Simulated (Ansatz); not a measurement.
## Electronic structure of B2F3H in real space

Input

```
crystal:
  periodic: [false, false, false]
  atoms:
    - {symbol: F, position_ang: [0.018769, 0.817258, 1.701293]}
    - {symbol: B, position_ang: [-0.331009, -0.076595, 0.792319]}
    - {symbol: B, position_ang: [0.317237, 0.023839, -0.796503]}
    - {symbol: F, position_ang: [1.427807, -0.605268, -1.136890]}
    - {symbol: F, position_ang: [-0.288001, 0.702861, -1.754418]}
    - {symbol: H, position_ang: [-1.102804, -0.926294, 1.147998]}
basis:
  gaussian: {orbitals: def2-TZVPP}
hamiltonian: {xc: pbe0, dispersion: d4}
output: {orbitals: {seedname: orbitals}}
```

Command:

```sh
ansatz run in.yaml --threads 2 --pin off --events-out ev --progress --plain --max-ram 4352MiB
```

Geometry: PBE0-D4/def2-TZVP.

Method: RKS PBE0-D4/def2-TZVPP in Ansatz 0.2.0.

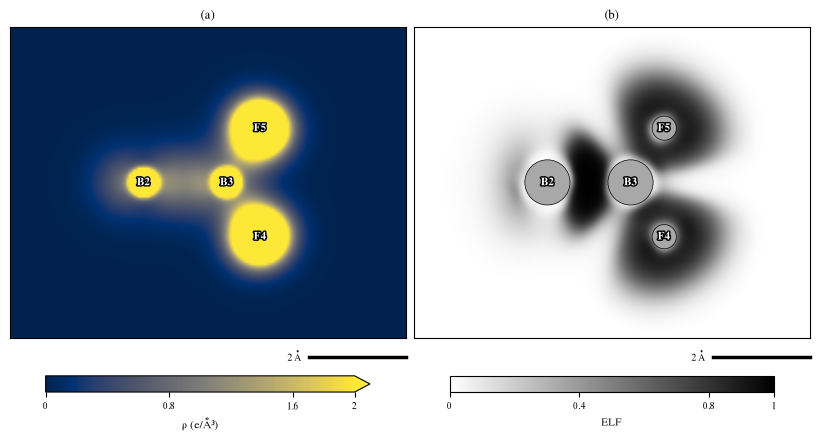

Figure 1. (a) electron density; (b) electron localisation function on the plane of atoms B2, B3 and F4. Grey discs cover the atomic cores in the ELF map.

Q: Interpret the plot.

A:
- Atoms in the plane: B and F.
- B–F (1.32 Å): ρ at the midpoint is about 2.2 e/Å³; the ELF peaks at about 0.85 between the atoms (a shared but strongly polarised pair).
- B–B (1.72 Å): ρ at the midpoint is about 1.1 e/Å³; the ELF peaks at about 1 between the atoms (localised, covalent bonding).
- The ELF also peaks beside F4 and F5, away from the bonds: lone-pair regions.

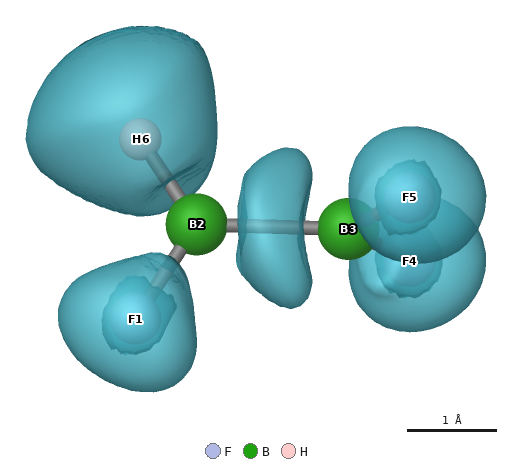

Figure 2. Isosurface of the electron localisation function at 0.75 (cyan), seen from one side. Core shells and regions of very low density are left out.

Q: Where are the electrons localised?

A: The ELF exceeds this value in one region between bonded B–B atoms (shared pairs), one region around a hydrogen nucleus and three regions on F in which the atom's valence shell and bonds are merged.

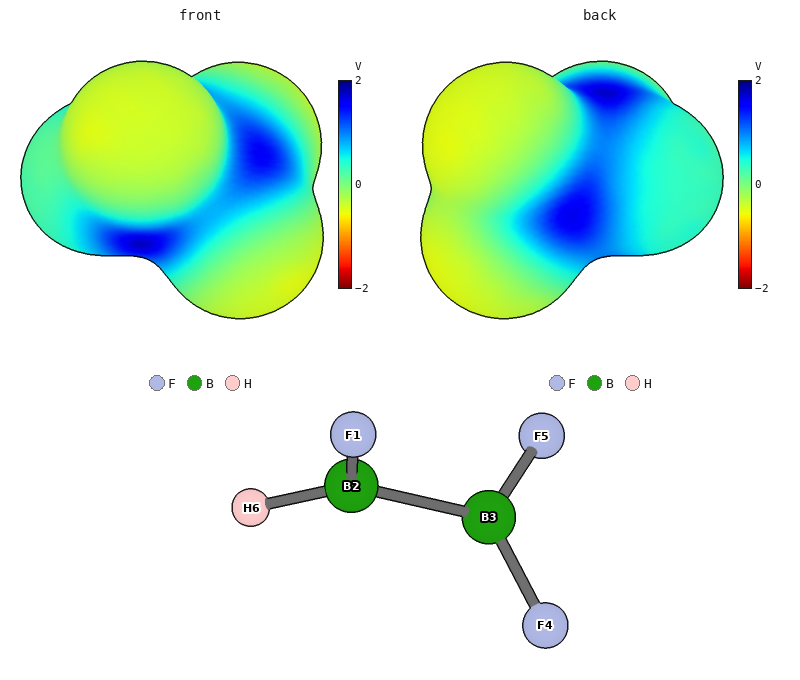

Figure 3. The molecular electrostatic potential painted on the density surface at 0.001 e/bohr³, seen from the front and from behind; red is negative and blue positive. The bare structure is drawn below in the same view.

Q: Where is the surface potential most negative and most positive?

A: The most negative region (about −0.5 V) lies over F1, F4 and F5, the most positive (about +1.7 V) over B2 and B3.
